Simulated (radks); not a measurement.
Atomic calculation, with input and output: Tb⁺

System: the Tb⁺ ion in the configuration [Xe] 4f9 6s1 (open shells shared over both j by 2j + 1).
Method: Dirac Kohn-Sham, relativistic LDA (MacDonald-Vosko exchange, VWN5 correlation), spin-unpolarised, spherical densities, finite nucleus (the in-house radial solver radks).

**Results in brief**

- outcome: converged
- total energy: −11689.9726 hartree
- kinetic energy: 12739.3041 hartree
- electron–nucleus energy: −28750.5418 hartree
- Hartree energy: 4550.1873 hartree
- exchange–correlation energy: −228.922167 hartree
- radius at density 0.001 e/bohr³: 4.45 bohr
- SCF iterations: 16
- hardware: 1 CPU thread, shared host

**The input**
```
Z 65
configuration [Xe] 4f9 6s1 5d0 6p0
relativity Dirac
functional lda_x_rel,vwn5
spin unpolarised
j_filling average
nucleus finite rms 5.06 fm
c 137.035999084
```

Energies in input and log are in hartree, lengths in bohr (the nuclear radius in fm).

**Log**
```
1s1/2   1   2.0000       -1891.31526671
2s1/2   1   2.0000        -313.98763045
2p1/2   1   2.0000        -298.75622851
2p3/2   1   4.0000        -271.63210414
3s1/2   1   2.0000         -69.83827768
3p1/2   1   2.0000         -63.14635803
3p3/2   1   4.0000         -57.54347062
3d3/2   1   4.0000         -45.91152763
3d5/2   1   6.0000         -44.68231596
4s1/2   1   2.0000         -13.99435141
4p1/2   1   2.0000         -11.36365323
4p3/2   1   4.0000         -10.10920358
4d3/2   1   4.0000          -5.75183218
4d5/2   1   6.0000          -5.52423801
4f5/2   1   3.8571          -0.37594913
4f7/2   1   5.1429          -0.34692012
5s1/2   1   2.0000          -1.97747571
5p1/2   1   2.0000          -1.26652830
5p3/2   1   4.0000          -1.10493989
6s1/2   1   1.0000          -0.33001295
5d3/2   1   0.0000          -0.27131524
5d5/2   1   0.0000          -0.26182986
6p1/2   1   0.0000          -0.21371121
6p3/2   1   0.0000          -0.19917131
Etot -11689.972606633364
Ekin 12739.30410034694
Encl -28750.541827812143
Eh 4550.187288224315
Exc -228.92216739247624
err 7.870701448570221e-09
it 16
```

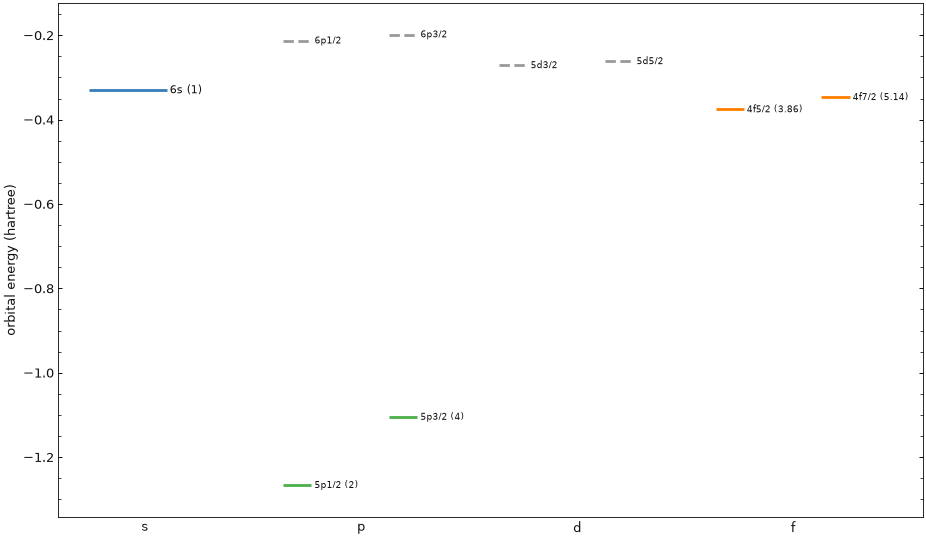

**Figure 1.** The outer levels are drawn by angular momentum (occupations in brackets, the lower j at the left of each column, empty levels dashed). The highest occupied level is 6s at −0.330 hartree. From the top down the occupied levels run 6s (−0.330 hartree), 4f7/2 (−0.347 hartree), 4f5/2 (−0.376 hartree), 5p3/2 (−1.10 hartree), 5p1/2 (−1.27 hartree). The lowest empty level drawn is 5d3/2 at −0.271 hartree. Spin-orbit splittings: 6p 0.0145 hartree, 5d 0.00949 hartree, 4f 0.0290 hartree, 5p 0.162 hartree.

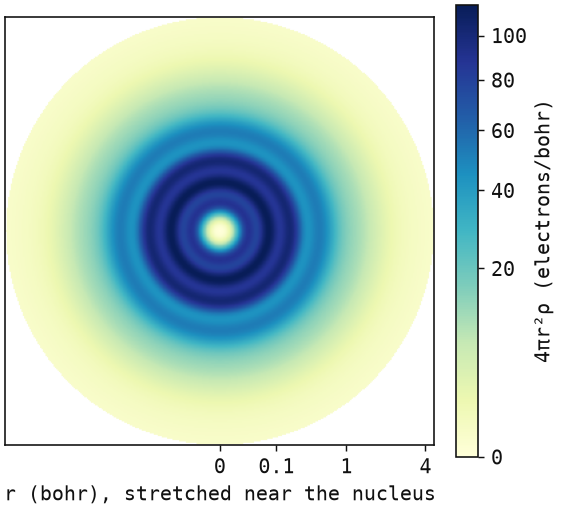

**Figure 2.** The radial density 4πr²ρ as a disc about the nucleus, with the radius drawn as r to the power 0.35. There are 4 maxima, at r = 0.0150, 0.0666, 0.186 and 0.508 bohr, parted by minima at 0.0290, 0.121 and 0.363 bohr, inside which lie 2.0, 11.2 and 29.4 electrons. The configuration has 6 principal shells, so not every shell has a maximum of its own.

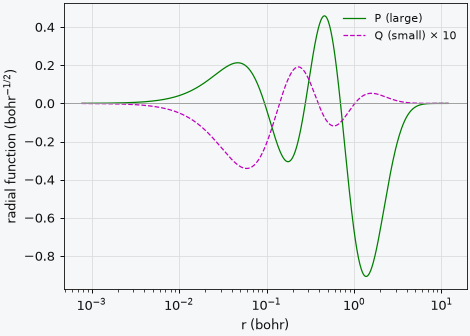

**Figure 3.** The large and small radial components of the 5p3/2 spinor. The spinor has κ = −2: the large component has l = 1 and 3 radial nodes (r = 0.0952, 0.278 and 0.701 bohr), the small one has l = 2. The small component carries 0.019 % of the norm; ⟨r⟩ = 1.61 bohr and the eigenvalue is −30.1 eV.

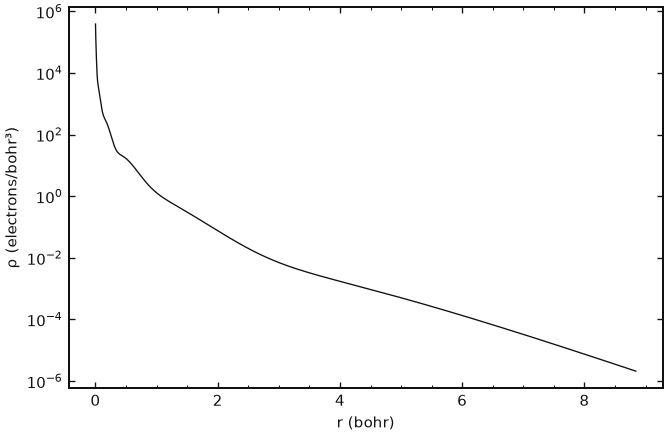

**Figure 4.** The electron density ρ(r) on a logarithmic scale. The density falls from 380000 electrons/bohr³ at the inner end (r = 0.00077 bohr) to 0.001 at r = 4.45 bohr, a common measure of the size of an atom or ion. The highest occupied orbital, 6s (⟨r⟩ = 3.72 bohr, −8.98 eV), is also the most diffuse and sets the fall-off far out: over the last part drawn ln ρ falls by 1.5 per bohr, against 2√(−2ε) = 1.6 for the pure exponential. The steps in the slope mark the shells; the radial density has its minima at 0.029, 0.12 and 0.36 bohr.
